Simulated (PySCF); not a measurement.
C$_{5}$H$_{2}$N$_{3}$O (SMILES [CH2]OC(C#N)(C#N)C#N) (doublet)

```json
{"atom": "C", "x (Å)": "1.8838", "y (Å)": "-0.0144", "z (Å)": "-0.1624"}
{"atom": "O", "x (Å)": "0.7494", "y (Å)": "-0.4541", "z (Å)": "-0.7543"}
{"atom": "C", "x (Å)": "-0.4884", "y (Å)": "-0.1099", "z (Å)": "-0.1300"}
{"atom": "C", "x (Å)": "-0.6079", "y (Å)": "1.3191", "z (Å)": "0.1863"}
{"atom": "N", "x (Å)": "-0.7145", "y (Å)": "2.4248", "z (Å)": "0.4449"}
{"atom": "C", "x (Å)": "-0.6735", "y (Å)": "-0.8636", "z (Å)": "1.1153"}
{"atom": "N", "x (Å)": "-0.7510", "y (Å)": "-1.4806", "z (Å)": "2.0717"}
{"atom": "C", "x (Å)": "-1.5910", "y (Å)": "-0.4547", "z (Å)": "-1.0320"}
{"atom": "N", "x (Å)": "-2.4601", "y (Å)": "-0.7115", "z (Å)": "-1.7223"}
{"atom": "H", "x (Å)": "2.7640", "y (Å)": "-0.5450", "z (Å)": "-0.4558"}
{"atom": "H", "x (Å)": "1.8946", "y (Å)": "0.8924", "z (Å)": "0.4127"}
```

Geometry: GFN2-xTB.

Level of theory: UKS B3LYP, pcH-1 on C H N O, non-relativistic, mean-field spin-orbit, GIAO (PySCF 2.14.0, density-fitted response routines).

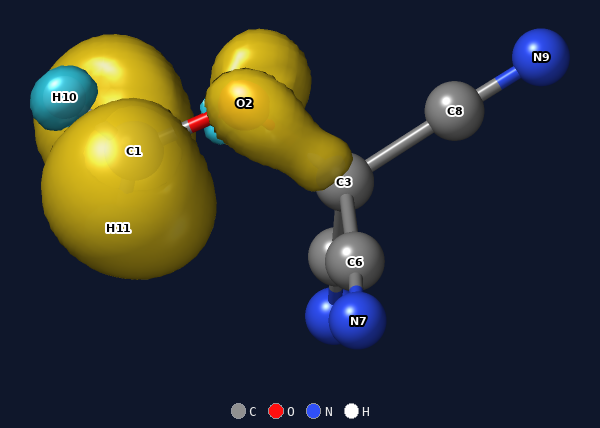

Figure 1. Isosurfaces of the spin density at +0.02 (yellow) and −0.02 e/Å³ (cyan), seen from one side.

Which atoms carry the spin?

The unpaired spin (1 electron) lies mostly on C1 (about 0.7) and O2 (about 0.2), in electrons by Hirshfeld's partition.

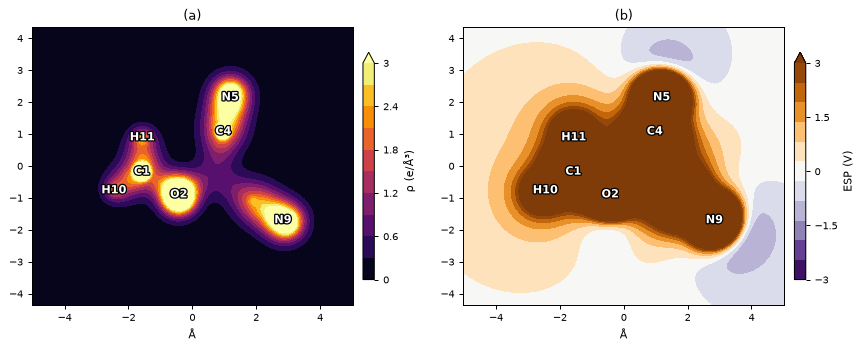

Figure 2. (a) total electron density; (b) molecular electrostatic potential on the plane of atoms O2, C1 and H11.

Interpret the plot.

- The section cuts through C, O, N and H sites.
- C–N (1.14 Å): the density is about 3.6 e/Å³ at the midpoint.
- C–O (1.35 Å): ρ at the midpoint is about 2.3 e/Å³.
- C–H (1.07 Å): the density is about 2.1 e/Å³ at the midpoint.
- Outside the dense part of the molecule the potential is most negative (−1.3 V) near N9.

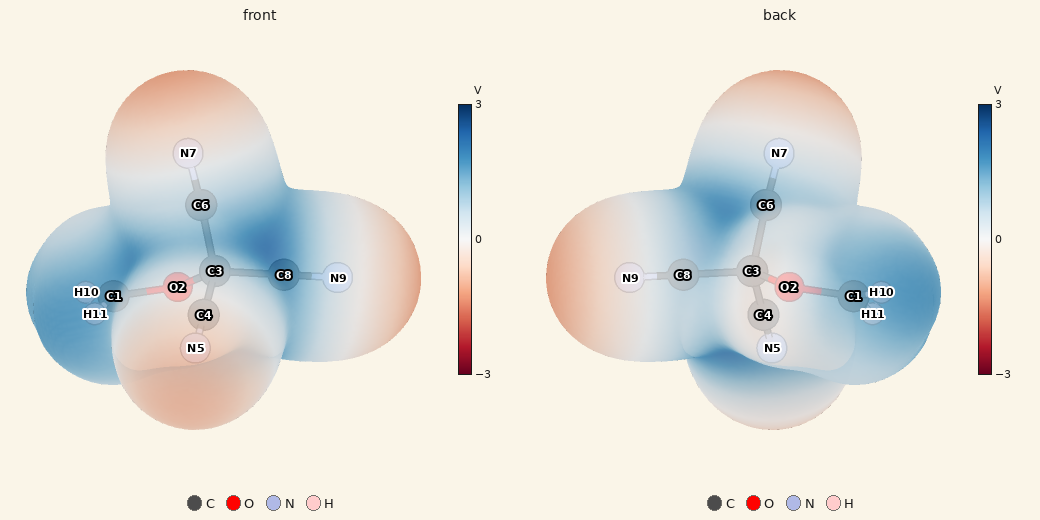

Figure 3. The molecular electrostatic potential painted on the density surface at 0.002 e/bohr³, seen from the front and from behind; the colour scale runs from red (negative) to blue (positive).

Which sites attract a positive test charge, and which a negative one?

A positive charge is drawn to the negative regions and a negative charge to the positive ones. The most negative region (about −1.1 V) lies over N7 and N9, the most positive (about +2.1 V) over C3, C4, C6 and C8.

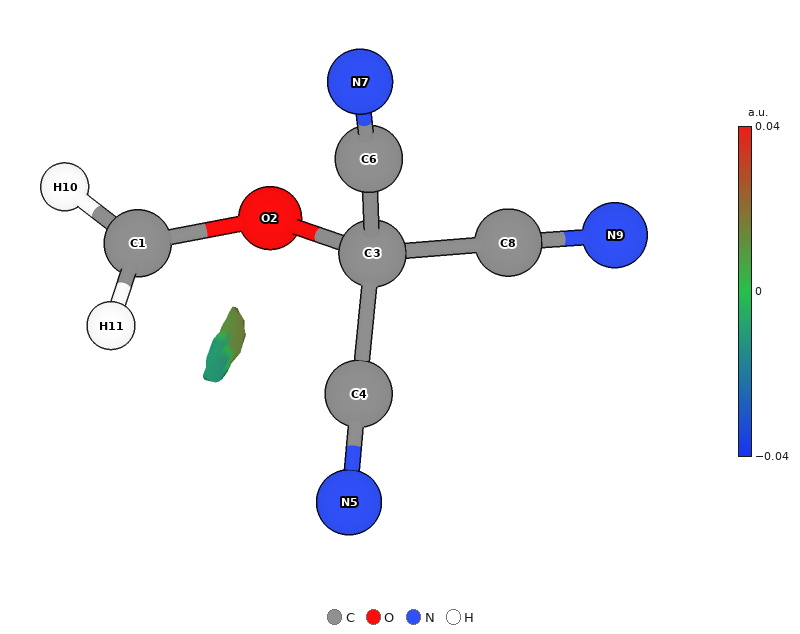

Figure 4. Non-covalent interaction (NCI) plot: the surface where the reduced density gradient is 0.5, for densities under 0.05 a.u., coloured by sign(λ₂)ρ; seen across its widest extent.

What holds or crowds the atoms apart from the covalent bonds?

Near H11, C4 and C1: mostly steric crowding (olive to red).
